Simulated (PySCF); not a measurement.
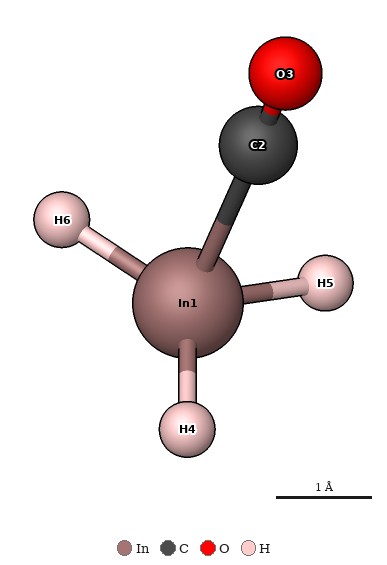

**Figure 1.** The starting structure (ball-and-stick view, seen at an oblique angle; atoms are numbered from 1 in the order of the input). Sticks mark near contacts.

Geometry relaxation of CH$_{3}$InO

System: CH$_{3}$InO (In(CO)H3).
Method: PBE0-D3(BJ)/def2-SVP geometry optimisation, gas phase (PySCF 2.14.0).

It belongs to a series of runs on one base structure; here: donor: NH3 to CO.

**What the program printed**
```
step   0  E = -304.98105070  max force = 0.068392
step   1  E = -304.98487530  max force = 0.009744
step   2  E = -304.98536219  max force = 0.005128
step   3  E = -304.98556027  max force = 0.005861
step   4  E = -304.98561071  max force = 0.001865
step   5  E = -304.98561373  max force = 0.000215
optimisation converged
```

**Trajectory as extended XYZ (Å, eV, eV/Å), 6 frames, from step=0 to step=5**
```
6
Properties=species:S:1:pos:R:3:forces:R:3 step=0 energy=-8298.95710
In    0.0470   -0.0775   -0.9366    0.2402   1.2947  -0.3794
C    -0.0056    0.0039    1.4854    0.0826  -0.0041  -3.1771
O    -0.0155   -0.0117    2.5852   -0.0581  -0.0049   3.5169
H     1.7834    0.0075   -1.0693   -0.1526  -0.0629   0.0353
H    -0.8775    1.4438   -1.1040    0.2981  -0.3554   0.0534
H    -0.8687   -1.4619   -1.0300   -0.4102  -0.8675  -0.0490
6
Properties=species:S:1:pos:R:3:forces:R:3 step=1 energy=-8299.06117
In    0.0435   -0.0476   -0.9636   -0.2226  -0.0474  -0.2362
C    -0.0017    0.0130    1.5168    0.0351  -0.0537  -0.3309
O    -0.0127   -0.0048    2.6371   -0.0217   0.0252   0.5011
H     1.7643    0.0272   -1.0804    0.0679  -0.0945   0.0228
H    -0.8380    1.4373   -1.1088   -0.0395   0.0819   0.0025
H    -0.8923   -1.5211   -1.0704    0.1808   0.0884   0.0407
6
Properties=species:S:1:pos:R:3:forces:R:3 step=2 energy=-8299.07442
In    0.0394   -0.0309   -0.9849   -0.1453   0.0170  -0.1284
C     0.0001    0.0127    1.5309    0.0183  -0.0434   0.2637
O    -0.0117   -0.0062    2.6560   -0.0093   0.0246  -0.1641
H     1.7681   -0.0056   -1.0808    0.0033  -0.0255   0.0092
H    -0.8650    1.4481   -1.1162    0.0431   0.0132   0.0001
H    -0.8678   -1.5142   -1.0743    0.0900   0.0141   0.0195
6
Properties=species:S:1:pos:R:3:forces:R:3 step=3 energy=-8299.07981
In    0.0278   -0.0235   -1.0022   -0.0544   0.0236  -0.0449
C    -0.0003    0.0087    1.5499    0.0077  -0.0229   0.3014
O    -0.0112   -0.0074    2.6759   -0.0024   0.0154  -0.2667
H     1.7583   -0.0154   -1.0887    0.0098  -0.0015   0.0043
H    -0.8633    1.4606   -1.1289    0.0228   0.0115   0.0002
H    -0.8482   -1.5191   -1.0753    0.0165  -0.0261   0.0057
6
Properties=species:S:1:pos:R:3:forces:R:3 step=4 energy=-8299.08118
In    0.0195   -0.0215   -1.0115   -0.0049   0.0147  -0.0054
C    -0.0005    0.0057    1.5608    0.0027  -0.0082   0.0959
O    -0.0103   -0.0072    2.6856   -0.0003   0.0070  -0.0925
H     1.7527   -0.0164   -1.0928   -0.0051   0.0024   0.0017
H    -0.8583    1.4706   -1.1362    0.0095  -0.0075   0.0011
H    -0.8399   -1.5271   -1.0751   -0.0020  -0.0085  -0.0008
6
Properties=species:S:1:pos:R:3:forces:R:3 step=5 energy=-8299.08127
In    0.0179   -0.0217   -1.0128    0.0009   0.0000   0.0014
C    -0.0001    0.0052    1.5624    0.0014  -0.0057   0.0105
O    -0.0097   -0.0060    2.6865    0.0000   0.0052  -0.0110
H     1.7509   -0.0157   -1.0929    0.0008   0.0008   0.0005
H    -0.8566    1.4711   -1.1367   -0.0013   0.0016   0.0002
H    -0.8394   -1.5289   -1.0758   -0.0018  -0.0019  -0.0015
```

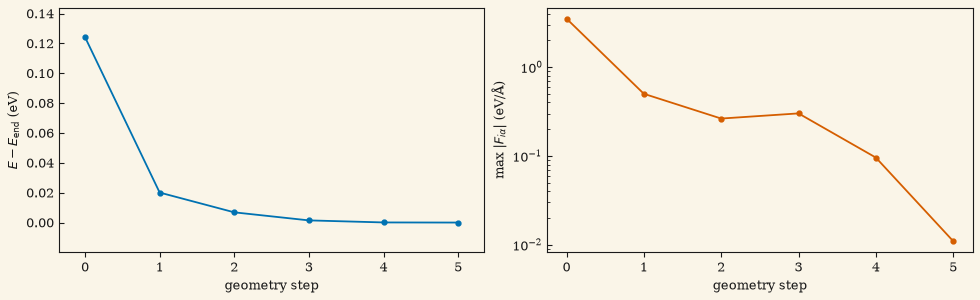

**Figure 2.** Progress of the relaxation, step by step (steps are counted from 0).

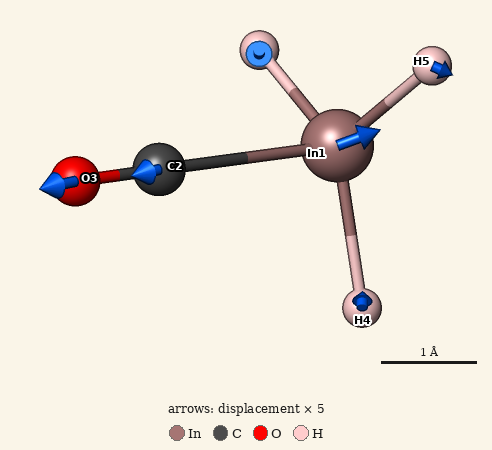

**Figure 3.** The starting structure with the displacements as blue arrows, magnified 5 times (ball-and-stick view, seen at a tilt). The two geometries are laid on each other by the best rigid fit. The largest moves after the best rigid fit, 0.10 Å, are those of In1 and O3. By element the largest moves are O 0.10 Å, In 0.10 Å, H 0.09 Å, C 0.08 Å. Among the contacts that change: In1–C2 2.424 → 2.575 Å, In1–H6 1.662 → 1.735 Å, In1–H5 1.788 → 1.734 Å, C2–O3 1.100 → 1.124 Å. Among the angles that change: H4–In1–H6 125.8° → 119.7°, H5–In1–H6 114.7° → 119.7°, C2–In1–H4 95.5° → 93.0°. After 5 geometry steps the energy has fallen by 0.124 eV. Largest force component: 3.5 eV/Å at the start, 0.011 eV/Å at the end. (Atoms are counted from 1 in the order of the input.)

The run was set up as follows.

**The input**
```
{"job": {"xc": "PBE0", "basis": "def2-SVP", "d3": "d3bj", "grid": 1, "maxiter": 30, "shake": 0.03, "kind": "geom"}, "charge": 0, "multiplicity": 1}
In     0.047010    -0.077530    -0.936650
C     -0.005590     0.003870     1.485450
O     -0.015520    -0.011660     2.585240
H      1.783410     0.007450    -1.069290
H     -0.877500     1.443760    -1.104030
H     -0.868680    -1.461920    -1.030000
```

The first line tells a small driver script what to run in PySCF; the rest is the geometry in Å.

Launched with:
```bash
OMP_NUM_THREADS=1 python <driver script> task.json out
```

**Key numbers**

```tsv
quantity	value
outcome	converged
total energy	−304.985614 hartree
dipole moment	1.77 D
point group	C3v
hardware	1 CPU thread, shared host
wall time	8.6 s
peak memory	0.28 GiB
```
